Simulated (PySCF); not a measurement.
# AsBH$_{4}$, SMILES `B[AsH2]`: electronic structure

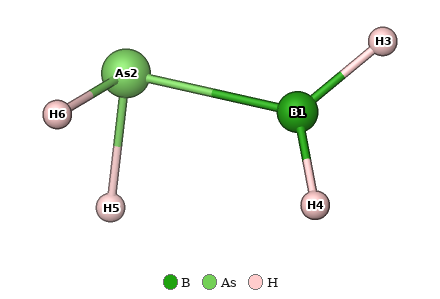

The molecule, with its atoms numbered as below. No frequency check shows the geometry to be a minimum.

Cartesian coordinates (Å):

```
B1       1.6573   -0.0112   -0.0001
As2     -0.3601    0.0654   -0.0000
H3       2.2965    0.9701    0.0002
H4       2.2257   -1.0338    0.0001
H5      -0.4628   -1.0200   -1.0403
H6      -0.4624   -1.0193    1.0411
```

### 1. Excited states

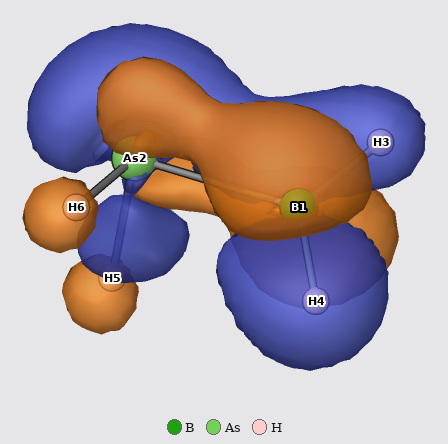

Unrelaxed difference density of T₃ less the ground state (TDA triplet states), ±0.02 e/Å³; orange: gain, blue: loss.

Method: CAM-B3LYP/def2-TZVP; geometry: GFN2-xTB; program: PySCF. Without diffuse functions Rydberg states are missing, so the states' numbers hold for this basis only.

Q: How does the charge move on excitation?

A: 0.59 e is displaced in all, of which about 0.2 e passes between atoms: H4 (0.11 e) and As2 (0.10 e) lose electrons and B1 (0.16 e) gains them. The state: 5.57 eV (222 nm), spin-forbidden from the singlet ground state; the leading pair carries 65 %; hole on As2 (42 %), B1 (24 %) and H4 (16 %), electron on B1 (40 %), As2 (33 %) and H5 and H6 (8 % each) (shares are of the whole state, not of the leading pair alone); their centroids lie 0.1 Å apart.

### 2. Removing or adding an electron

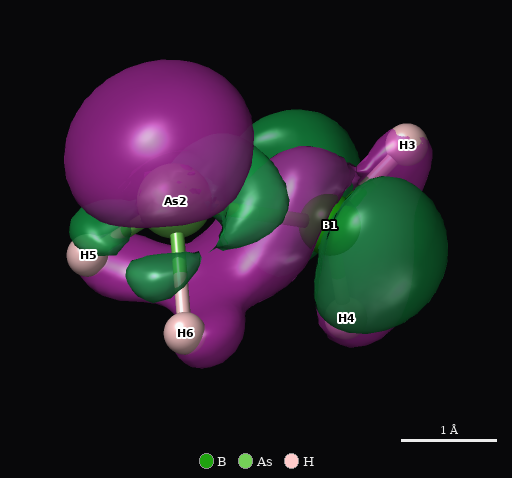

Dual descriptor f⁺ − f⁻ at ±0.04 e/Å³ (green positive, purple negative).

Level of theory: HF/def2-TZVP (PySCF), at a geometry from GFN2-xTB.

Q: Which atoms come out as electrophilic, and which as nucleophilic?

A: Electrophilic (positive): B1 (+0.35). Nucleophilic (negative): As2 (−0.34). f⁻ (Hirshfeld-condensed) is largest on As2 (0.56); the vertical ionisation energy is 8.73 eV. f⁺ (Hirshfeld-condensed) is largest on B1 (0.48); the vertical electron affinity is −0.37 eV (the stability of the anion's solution wasn't checked; negative, but this basis has no diffuse functions, so it doesn't show that the anion is unbound).

### 3. Localised orbitals

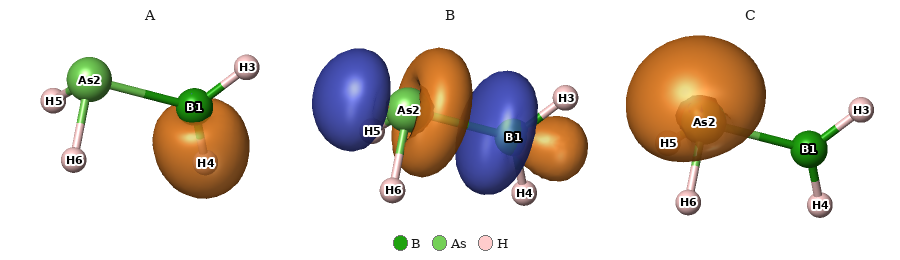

Intrinsic bond orbitals (IBO), occupied and valence-virtual; each surface holds about 70 % of the orbital's density. Energies are diagonal elements of the Fock matrix.

PySCF calculation, LDA (SVWN)/def2-SVPD, gas phase; geometry: GFN2-xTB.

Q: What does each orbital represent in a Lewis picture?

A: By panel:
- A: σ bond B1–H4 (B1 52 %, H4 47 %; −10.1 eV)
- B: σ* orbital B1–As2 (B1 52 %, As2 47 %; 2.9 eV)
- C: lone pair on As2 (sp0.7-type) (As2 99 %; −9.6 eV)

The PySCF runs shown took 2.9 min, 44 s and 16 s on 1 thread of Intel(R) Xeon(R) Processor @ 2.50GHz (Skylake/Cascade Lake) (shared host).
